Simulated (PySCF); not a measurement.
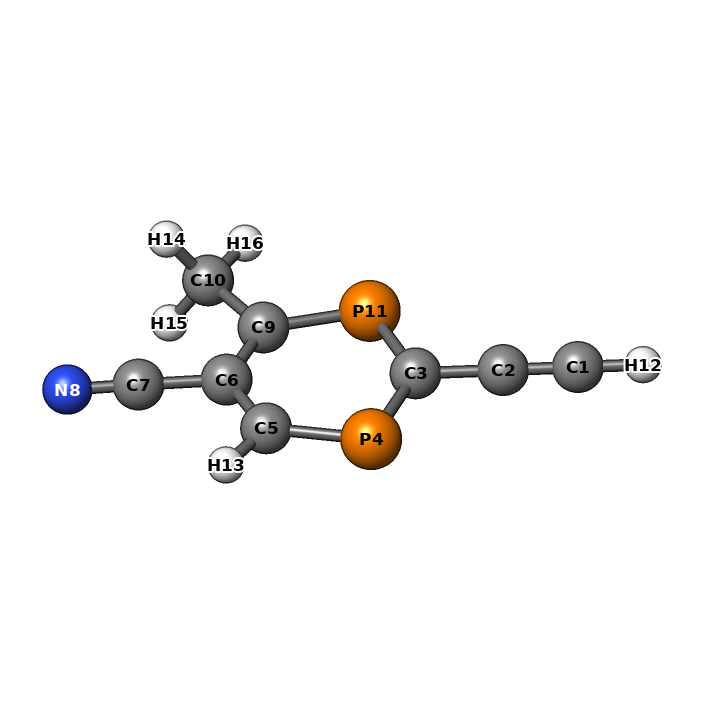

Every bond is drawn as one stick. Computed geometry: GFN2-xTB optimisation. No frequency run is at hand to confirm it as a minimum. Computed with PBE0/pcSseg-1 (PySCF 2.14.0).

Question. Which bond between heavy atoms has the highest Mayer bond order?

Answer. C7–N8, 3.00, at a length of 1.147 Å.

List the Mayer bond orders of C1–C2, C2–C3, C3–P4, C3–P11, P4–C5, C5–C6, C6–C7, C6–C9, C7–N8, C9–C10, C9–P11 (bonds between heavy atoms, one of each equivalent set). Atoms whose distances differ by more than 0.02 Å in this geometry are listed apart.

```
  bond  Mayer order  length (Å)
 C1–C2         2.26       1.203
 C2–C3         1.11       1.411
 C3–P4         1.23       1.754
C3–P11         1.24       1.752
 P4–C5         1.34       1.728
 C5–C6         1.41       1.392
 C6–C7         1.04       1.420
 C6–C9         1.29       1.396
 C7–N8         3.00       1.147
C9–C10         1.12       1.502
C9–P11         1.31       1.744
```

The geometry is semi-empirical. Around P such bond lengths and angles can be off by a tenth of an ångström or more and by several degrees, and values that hang on the shape move with them.
